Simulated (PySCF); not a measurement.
Vertical excitations of a molecule C3H6FNSi from TDA-PBE/def2-SVPD run with PySCF 2.14.0, as energy in eV (oscillator strength): 4.26 (0.003), 5.25 (0.001), 6.06 (0.008), 6.18 (0.002), 6.21 (0.013), 6.31 (0.097), 6.52 (0.062), 6.69 (0.041), 6.86 (0.004), 6.97 (0.003). Lowest triplet (TDA): 3.41 eV. Coordinates come from a PBE-D3(BJ)/def2-SVP optimisation. Other conformers were not sampled.

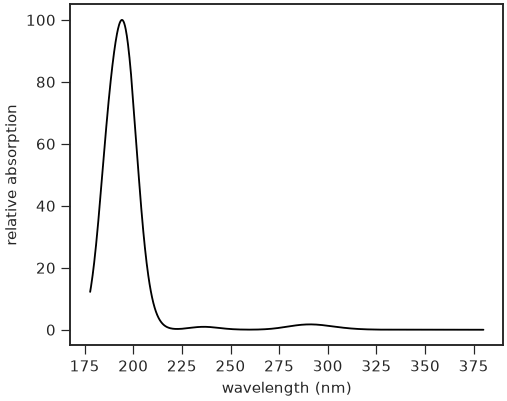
Figure: The lines broadened by 0.4 eV.

Task: Which structure fits?
A. F[C@@H]1CN=C1[SiH3]
B. FC=C=CN[SiH3]
C. NC=C=C(F)[SiH3]
D. F[Si@@H]1C=NCC1

Result: A, F[C@@H]1CN=C1[SiH3]
